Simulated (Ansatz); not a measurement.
# Run report: TiNH$_{4}$ClOF$_{2}$, nudged elastic band (part 2 of 2)

The same run, continued: TiNH$_{4}$ClOF$_{2}$; RKS PBE0-D4/def2-SVP (Ansatz 0.2.0). The run did not end well. It belongs to a series of runs on one base structure; here: band between the two ends.

Geometry of the input (Å):
```
Ti -0.0725  0.0742  -0.0012
N  -0.0013  -0.0785  1.8845
H  -0.8069  -0.3903  2.4261
H  0.5626  0.5551  2.4506
F  1.5496  0.3101  -0.5738
O  -1.0241  1.4690  -0.4756
H  -1.8904  1.8807  -0.4258
F  -0.8844  -1.3559  -0.5601
Cl 1.7663  -2.6949  1.8356
H  1.0334  -1.6022  1.9566
```

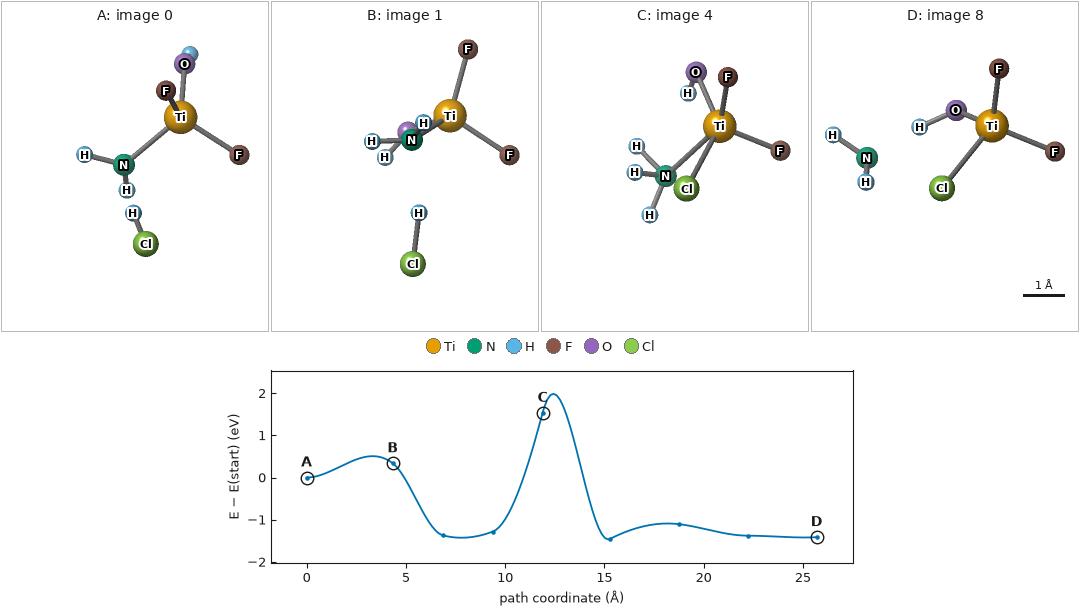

**Figure 1.** Images of the last band (counted from 0; ball-and-stick, seen at a tilt) above the energy along the path; the line is a cubic interpolation that uses the forces. The highest image is number 4, 1.532 eV above the start and 2.947 eV above the end (the climbing image); the end lies 1.415 eV below the start. A further maximum stands at image 1, 0.336 eV from the start. A further maximum stands at image 6, −1.105 eV from the start. The path is 25.70 Å long. The band had not converged after 60 iterations.

```
Unfinished report: {"positions_ang":[[0.2943641286437813,-0.3543011883909165,-0.20712645175937502],[-0.48522151955355397,-0.4772885890398021,2.0800714768820256],[-0.45006170236334303,0.5506640031460913,2.3317467834660888],[0.4007274075508416,-0.11873809520760377,2.362284934090829],[1.1737395552684426,0.38988314628116094,-1.4557760204683445],[-0.5649190180717474,1.2600404199666637,-0.02530361144313771],[-1.1219117520929016,1.0367932681917729,0.6929740055388097],[-0.8380746734784119,-1.5259847370310755,-0.7936205112067145],[2.055113177768699,-1.4927808498793045,0.6577900900127805],[-0.23145460367180307,-1.1008913780369887,2.873859304887036]],"unchecked":["starts","cluster_reference","orbital_swaps","neighbouring_geometries","increment"],"mean_field":{"relativity":"none","state":{"energy":{"ev":-44646.23436191779,"hartree":-1640.7188504959154},"converged":true,"gradient_ev":0.00001968132165649088,"stability":{"kind":"minimum","curvature_ev":25.683195775778795},"curvature_floor_ev":0.00030000000000000003,"spin_squared":4.263256414560601e-14},"others":[],"fillings":{"estimated":0,"unestimated":0,"tried":0,"untried":0,"excluded_magnetic_sites":0},"n_dropped_functions":0,"n_trapped_functions":0,"passes":{"evaluations":4,"products":32},"factors":{"origin":"Cholesky decomposition","count":1367,"bound_ev":0.0011366081806384108},"gradient_stop_ev":0.00009,"reference_kind":"stationary","functional":{"name":"PBE0","citations":["Adamo & Barone, J. Chem. Phys. 110, 6158 (1999) doi:10.1063/1.478522","Perdew, Burke & Ernzerhof, Phys. Rev. Lett. 77, 3865 (1996) doi:10.1103/PhysRevLett.77.3865"],"text":"name \"PBE0\"\ncite \"Adamo & Barone, J. Chem. Phys. 110, 6158 (1999) doi:10.1063/1.478522\"\ncite \"Perdew, Burke & Ernzerhof, Phys. Rev. Lett. 77, 3865 (1996) doi:10.1103/PhysRevLett.77.3865\"\nparent pbe\nparameter a = 0.25\nparameter kappa = 0.804\nparameter beta = 0.06672455060314922\nexchange = (1 - a)*pbe_x(kappa = kappa, mu = beta*pi^2/3) + a*exact_x\ncorrelation = pbe_c(beta = beta)\n","parameters":{"a":{"value":0.25,"default":0.25},"beta":{"value":0.06672455060314922,"default":0.06672455060314922},"kappa":{"value":0.804,"default":0.804}},"final_grid":{"core_spheres":13.0,"valence_spheres":11.0,"degree":36.0},"final_grid_parameter_source":"default","radial_points_factor":1.0,"radial_grid_error_ev":3.235511906987185e-7,"grid_sensitivity":"normal","grid_sensitivity_ratio":0.001870803151768979},"unsmoothed_excess_ev":-0.00007668037884082308,"symmetry":{"irreps":["A"],"axes":[[0.9969209682081629,0.01929905648347803,-0.0760008524014469],[-0.017951155280661317,0.9996699336504574,0.018378786123671987],[0.07633046030903114,-0.016957894153980833,0.9969383585031092]],"occupied":[{"A":38},{"A":38}]},"held":{"pivots":1364,"left_out":0,"joined":3},"density_repulsion":{"missed_ev":0.00002168089590175006,"excess_ev":8.703392513085027e-8,"most_excess_ev":0.0002052,"are_drawn_again":false,"n_first_factors":1367,"energy_change_ev":0.0,"n_dropped_ends":0}},"factors":{"origin":"Cholesky decomposition","count":1367,"bound_ev":0.0011366081806384108},"n_frozen":0,"n_occupied":[38,38],"n_virtual":[87,87],"reference":{"ev":-44646.23436191779,"hartree":-1640.7188504959154},"dispersion":{"energy":{"ev":-0.206251884397191,"hartree":-0.007579616949048321},"switches_in_reach":[]},"total":{"ev":-44646.44061380219,"hartree":-1640.7264301128644},"forces_ev_per_angstrom":[[-0.3925561433818008,0.023808689344384792,-0.06922986514079242],[1.0317749001205447,1.336932355797493,0.2039848202291451],[-3.422330051837875,-0.1457354726211956,0.8116963742498056],[4.74277404481059,-0.5640729585036781,-1.1473874393561951],[0.5680157330369789,-0.15727940814106842,-0.9614092534796153],[1.3547685738065605,-0.684236209184663,-0.24499700099645538],[-1.8126498605061097,0.21243424688836318,1.1770430765637439],[0.04948340875890418,0.08060079737246087,-0.1074097144520752],[-0.07427023656365472,0.18244954291199053,0.2676236220214125],[-2.045010368238211,-0.2849015838553491,0.07008538036159687]],"charge_distribution":{"dipole_moment_e_ang":[-0.29730287372900177,0.16800519976572995,1.188379674964073],"mulliken_charges_e":[1.0145487561242668,-0.20624893227776564,0.12325578267587767,0.11760090700323667,-0.3224235754295286,-0.39407370638807926,0.1714714990815226,-0.3581710970904748,-0.3038873074345503,0.1579276737355506],"lowdin_charges_e":[-0.5117119418588985,0.1923866165529473,0.05930376035784746,-0.0037995691265102494,0.08098537976563769,0.11414569042672973,-0.09397511491483046,0.03858809939336183,0.06704258187714629,0.05703449752668677]},"n_threads":4,"memory_gib":4.261363637633622,"seconds":{"hamiltonian":2.277109707,"orbitals":0.0,"second_order":0.0,"solver_start":0.0,"cycles":0.0,"cycle":0.0,"perturbative":0.0,"full_ci_increment":0.0,"forces":0.0}}
this run last wrote the band of iteration 60 to [file]
Error: NEB band did not converge after 60 iterations: max|band force component| = 1.98e1 eV/Å (threshold 5.0e-2); raise `neb.max_iterations` in a new run, which can start from the last band evaluated (`neb.initial_path`, with `crystal.atoms` and `neb.final_atoms` set to its first and last images), add images, or start from endpoints closer to local minima. Where this run's directory can be resumed (`checkpoint.write`), a resume goes on for up to `neb.max_iterations` more; to start a new run from the last band, take its images' positions from the `neb_iteration` event of iteration 60 (`data.images[].positions_ang`), in the event stream of the run that computed that iteration (not this run's, if it was resumed behind it). With `checkpoint.write`, `steps/00-neb/state/checkpoint.json` in the run directory holds the last saved band, under `neb.evaluated.images[].positions_ang` (a band under a hybrid functional on support functions is neither saved nor resumed: `neb.initial_path` says where its path is): check the last entry of `neb.iterations` there, which is earlier than 60 if that iteration was not saved or its write failed. If the band's step has no `state` directory and holds `state.next`, a write was cut short, and the file is under `state.next` instead (behind a loss of power it can be under `state.prev`)
this run wrote the band of iteration 60 to [file] as well, whether or not its events were kept: a new run's `neb.initial_path` can list its `images[].positions_ang`
a run's events are kept only if it was started with --events-out <file>, and are in that file
```

### The last band as extended XYZ (Å, eV, eV/Å)
```
10
Properties=species:S:1:pos:R:3:forces:R:3 image=0 energy=-44647.97212
Ti   -0.0725    0.0742   -0.0012   -0.0010  -0.0131  -0.0014
N    -0.0013   -0.0785    1.8845   -0.0136   0.0090  -0.0056
H    -0.8069   -0.3903    2.4261    0.0036  -0.0029   0.0054
H     0.5626    0.5551    2.4506    0.0017  -0.0004  -0.0002
F     1.5496    0.3101   -0.5738    0.0059   0.0065  -0.0040
O    -1.0241    1.4690   -0.4756    0.0036  -0.0029   0.0033
H    -1.8904    1.8807   -0.4258    0.0004   0.0028   0.0016
F    -0.8844   -1.3559   -0.5601   -0.0011   0.0022   0.0008
Cl    1.7663   -2.6949    1.8356   -0.0012   0.0035   0.0019
H     1.0334   -1.6022    1.9566    0.0017  -0.0045  -0.0019
10
Properties=species:S:1:pos:R:3:forces:R:3 image=1 energy=-44647.63586
Ti    0.2264    0.5765    0.0021    0.8055  -2.1737  -0.9721
N     0.5407   -0.0411    1.7273    4.3823   0.5409   0.9757
H    -0.0715    0.1254    2.4792   -1.3115   0.2349   1.3194
H     1.5613    0.1411    2.1584   -2.7861  -0.6586  -1.3875
F     0.9834    2.0560   -0.3848    0.5793   1.3419  -0.1895
O    -1.4768    0.6194   -0.0629   -1.4940   0.1474   0.0663
H    -2.3417    0.2159    0.0753    0.1427   0.0435  -0.1442
F     0.9142   -0.6888   -1.0329   -0.2842   0.6079   0.3487
Cl   -0.3127   -3.0035    1.8299   -0.4524  -0.9913   0.0758
H     0.2090   -1.8334    1.7255    0.4184   0.9070  -0.0926
10
Properties=species:S:1:pos:R:3:forces:R:3 image=2 energy=-44649.34178
Ti    0.1450   -0.2698   -0.0149   -0.0090  -0.0201   0.0816
N     0.4955   -0.0530    2.2025    0.0515   0.1247  -0.0264
H    -0.1386    0.6469    2.5867   -0.0276  -0.0164   0.0455
H     1.4485    0.2646    2.3752    0.0078  -0.0123   0.0498
F     1.4093    0.9614    0.0249    0.0221  -0.0778   0.0490
O    -1.3983    0.5741   -0.0411   -0.0033  -0.0820  -0.0316
H    -2.2186    0.2134   -0.3995   -0.0080   0.0444  -0.0012
F     0.4836   -0.8293   -1.6281   -0.0727  -0.0228  -0.0616
Cl   -0.3234   -2.3886    0.7575    0.0301  -0.0333  -0.1744
H     0.3293   -0.9525    2.6538    0.0092   0.0955   0.0693
10
Properties=species:S:1:pos:R:3:forces:R:3 image=3 energy=-44649.25548
Ti    0.2426   -0.3437   -0.0224   -0.0133  -0.0342   0.0310
N     0.1942   -0.1338    2.2175    0.0388   0.0876  -0.0155
H    -0.3773    0.6798    2.4441   -0.0246   0.0120   0.0348
H     1.1018   -0.0721    2.6743    0.0953  -0.0057   0.0050
F     1.4120    0.7849   -0.6233    0.0111   0.0382   0.0678
O    -1.2350    0.6403    0.3633   -0.0273  -0.0463   0.0758
H    -1.8139    0.8414   -0.3792   -0.0923   0.0010  -0.1510
F    -0.4800   -1.1107   -1.4109    0.0334   0.0493  -0.0194
Cl    1.4492   -2.1518    0.6629   -0.0213  -0.1241  -0.0299
H    -0.2613   -0.9670    2.5907    0.0002   0.0223   0.0014
10
Properties=species:S:1:pos:R:3:forces:R:3 image=4 energy=-44646.44054
Ti    0.2944   -0.3543   -0.2071   -0.3926   0.0238  -0.0692
N    -0.4852   -0.4773    2.0801    1.0318   1.3369   0.2040
H    -0.4501    0.5507    2.3317   -3.4223  -0.1457   0.8117
H     0.4007   -0.1187    2.3623    4.7428  -0.5641  -1.1474
F     1.1737    0.3899   -1.4558    0.5680  -0.1573  -0.9614
O    -0.5649    1.2600   -0.0253    1.3548  -0.6842  -0.2450
H    -1.1219    1.0368    0.6930   -1.8127   0.2124   1.1770
F    -0.8381   -1.5260   -0.7936    0.0495   0.0806  -0.1074
Cl    2.0551   -1.4928    0.6578   -0.0743   0.1825   0.2676
H    -0.2315   -1.1009    2.8739   -2.0450  -0.2849   0.0701
10
Properties=species:S:1:pos:R:3:forces:R:3 image=5 energy=-44649.42955
Ti    0.1794   -0.3345   -0.0200    0.1371  -0.0539  -0.0050
N    -0.3098   -0.5522    2.2069    0.1280   0.0651   0.0094
H    -1.0477   -1.2530    2.3582    0.3025   0.4694   0.0018
H    -0.5589    0.3615    2.5838   -0.3061  -0.0828  -0.0157
F     0.3395   -0.1278   -1.7457   -0.0841   0.0019  -0.0591
O     0.0727    1.4021    0.3744   -0.2886   0.1383  -0.1057
H     0.0635    2.0412   -0.3538    0.0759  -0.0981   0.1618
F    -1.2394   -1.3740    0.0011   -0.1613  -0.0533  -0.3363
Cl    2.1979   -1.1647    0.4227   -0.0250  -0.1003   0.1263
H     0.5351   -0.8311    2.6893    0.2216  -0.2864   0.2226
10
Properties=species:S:1:pos:R:3:forces:R:3 image=6 energy=-44649.07698
Ti    0.2815   -0.3618    0.0503    0.0215  -0.0819  -0.2709
N    -0.7784   -0.3887    1.9922   -0.0525  -0.0032   0.0299
H    -0.4807   -1.2154    2.5101   -0.0160   0.0139   0.0582
H    -1.7846   -0.4788    1.8549   -0.0240  -0.0014   0.0157
F    -0.4463    0.3570   -1.3493   -0.0258   0.0247   0.0161
O     0.8481    1.1413    0.9250    0.0030   0.0419   0.0844
H     1.4798    1.7040    0.4576   -0.0134  -0.0701  -0.0178
F    -0.5988   -1.9228    0.0832    0.0683   0.0775   0.0468
Cl    2.2766   -1.1247   -0.5257    0.0246   0.0043   0.0138
H    -0.5649    0.4574    2.5186    0.0144  -0.0057   0.0238
10
Properties=species:S:1:pos:R:3:forces:R:3 image=7 energy=-44649.35091
Ti    0.6480   -0.5594   -0.8087    0.0064   0.0019   0.0021
N    -0.7002    0.2515    2.5718   -0.0025   0.0064  -0.0057
H    -1.3378   -0.4850    2.2675    0.0049  -0.0006  -0.0050
H    -1.2676    1.0587    2.8275    0.0011  -0.0053   0.0014
F     0.4672    0.3049   -2.3118   -0.0025   0.0010  -0.0011
O     0.8151    0.5523    0.4820    0.0047  -0.0030  -0.0112
H     0.2743    0.5145    1.3640   -0.0068   0.0014   0.0122
F    -0.8060   -1.4550   -0.4256   -0.0022   0.0014   0.0070
Cl    2.3759   -1.9385   -0.8680   -0.0028  -0.0003   0.0021
H    -0.2365   -0.0765    3.4181   -0.0003  -0.0028  -0.0017
10
Properties=species:S:1:pos:R:3:forces:R:3 image=8 energy=-44649.38716
Ti    0.3520   -0.5964   -0.9244   -0.0145   0.0201  -0.0247
N    -0.3552    0.3013    2.6287   -0.0225   0.0055   0.0170
H    -1.2280    0.0822    3.1076    0.0240   0.0058  -0.0048
H     0.1053    1.0503    3.1445   -0.0111  -0.0179  -0.0134
F     1.5344    0.2287   -1.9085   -0.0260  -0.0158   0.0224
O    -0.4542    0.5206    0.0793    0.0121  -0.0286   0.0046
H    -0.4945    0.5377    1.1294    0.0152   0.0103  -0.0228
F    -0.8028   -1.4377   -1.9272    0.0231   0.0170   0.0199
Cl    1.3323   -1.9938    0.5130   -0.0008   0.0017   0.0003
H     0.2431   -0.5254    2.6746    0.0005   0.0019   0.0016
```

### What the run reported

```csv
quantity,value
outcome,not converged
"barrier, forward (band not converged)",1.532 eV
"barrier, backward",2.947 eV
wall time,16 min (CPU time 61 min)
peak memory,0.39 GiB
```

### Diagnosis

The run did not converge: “NEB band did not converge after 60 iterations: max|band force component| = 1.98e1 eV/Å (threshold 5.0e-2); raise `neb.max_iterations` in a new run, which can start from the last band evaluated (`neb.initial_path`, with `crystal.atoms` and `neb.final_atoms` set to its first and last images), add images, or start from endpoints closer to local minima …” Its last values are not results.
